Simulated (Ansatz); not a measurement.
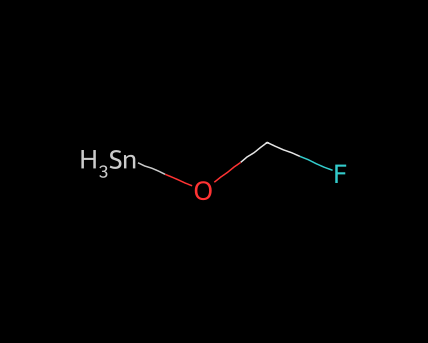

2D structure.

**Give its SMILES.**

FC[O][SnH3]

**Give the formula, hydrogens included.**

CH5FOSn.

**An optimisation with PBE0-D4/def2-TZVP gave a structure of which point group?**

C1. Other conformers may differ.

More results for the same structure follow; atom numbers are the same in all pictures, views and colours differ. The geometry was computed by an optimisation with PBE0-D4/def2-TZVP. No frequency run is at hand to confirm it as a minimum.

### Geometry

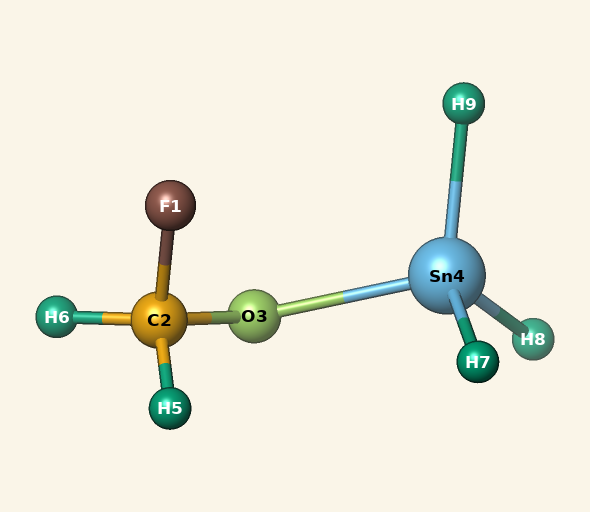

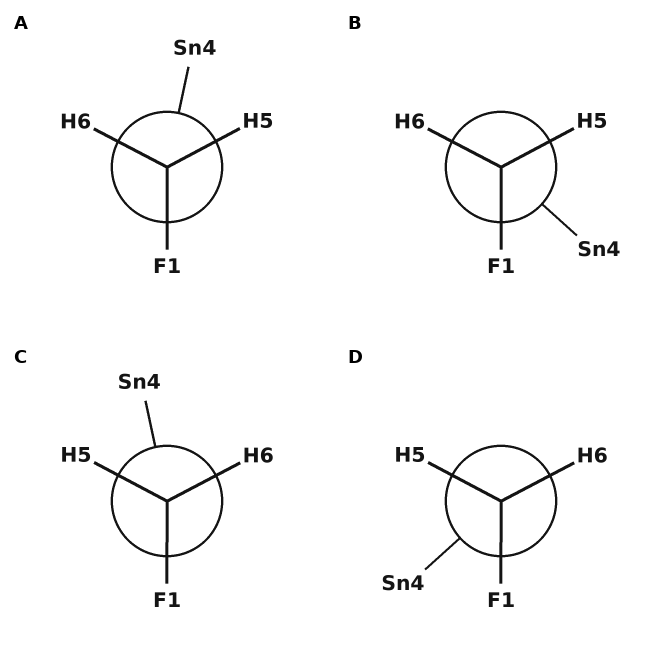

Atoms fade into the background with distance from the viewer. Bonds that would overlap in a projection are set slightly apart. No frequency run is at hand to confirm it as a minimum.

**Which Newman projection shows the view along C2–O3, with C2 in front?**

D. The torsion angle F1–C2–O3–Sn4 is 48°, synclinal (gauche).

### Dipole moment

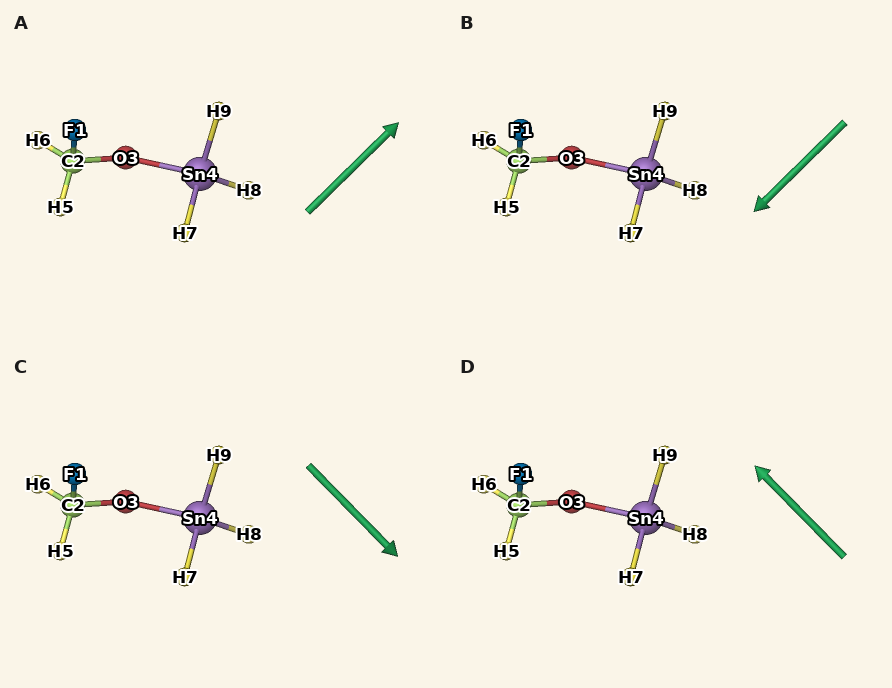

The same molecule four times, each with an arrow. No frequency run is at hand to confirm it as a minimum. Method: RKS r2SCAN-D4/def2-TZVPP, core potentials on Sn (Ansatz 0.2.0).

**Which arrow points along the dipole moment, from the negative to the positive end?**

C. The dipole moment is 1.58 D; it points from the side of H6 to the side of H8 (the outermost atoms at the two ends).

### Levels of theory compared

No frequency run is at hand to confirm it as a minimum. Program: Ansatz 0.2.0.

Compare HOMO–LUMO gap (eV) at these levels: B3LYP-D4/def2-TZVPP; PBE-D4/def2-TZVPP; PBE0-D4/def2-TZVPP; r2SCAN-D4/def2-TZVPP; ωB97M-V/def2-TZVPP; ωB97X-V/def2-TZVPP.

| level | HOMO–LUMO gap (eV) |
| --- | --- |
| B3LYP-D4/def2-TZVPP | 7.04 |
| PBE-D4/def2-TZVPP | 5.17 |
| PBE0-D4/def2-TZVPP | 7.51 |
| r2SCAN-D4/def2-TZVPP | 5.87 |
| ωB97M-V/def2-TZVPP | 11.35 |
| ωB97X-V/def2-TZVPP | 11.79 |

### Charges

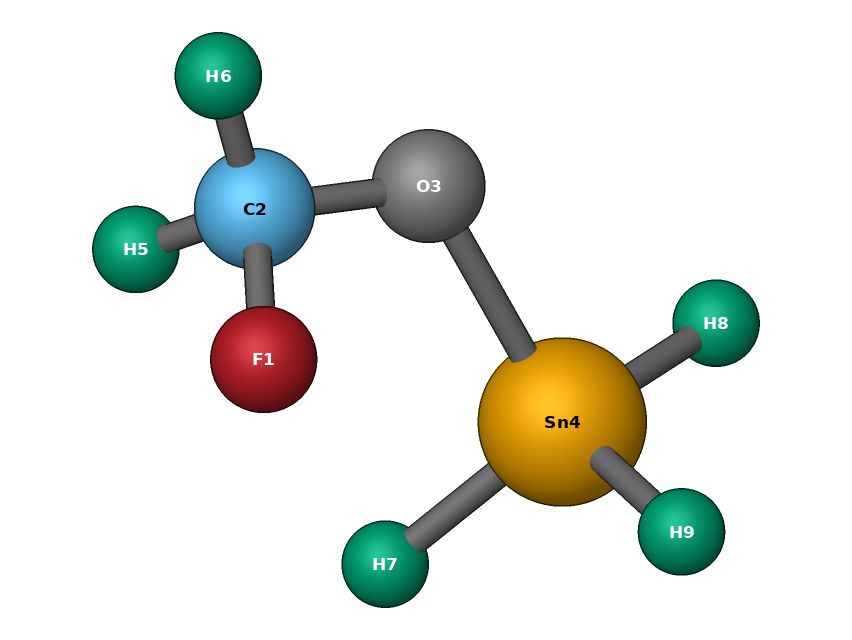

The questions are on Mulliken charges. No frequency run is at hand to confirm it as a minimum. Method: RKS B3LYP-D4/def2-TZVPP, core potentials on Sn (Ansatz 0.2.0).

**Which atom carries the highest charge (most positive or least negative)?**

Sn4 (0.78 e).

**And the lowest?**

O3 (−0.53 e).

Give the Mulliken charges atom by atom.

| atom | value (e) |
| --- | --- |
| F1 | −0.27 |
| C2 | 0.18 |
| O3 | −0.53 |
| Sn4 | 0.78 |
| H5 | 0.08 |
| H6 | 0.10 |
| H7 | −0.12 |
| H8 | −0.12 |
| H9 | −0.11 |

Mulliken values depend strongly on the basis set and can even reverse the polarity of a bond.
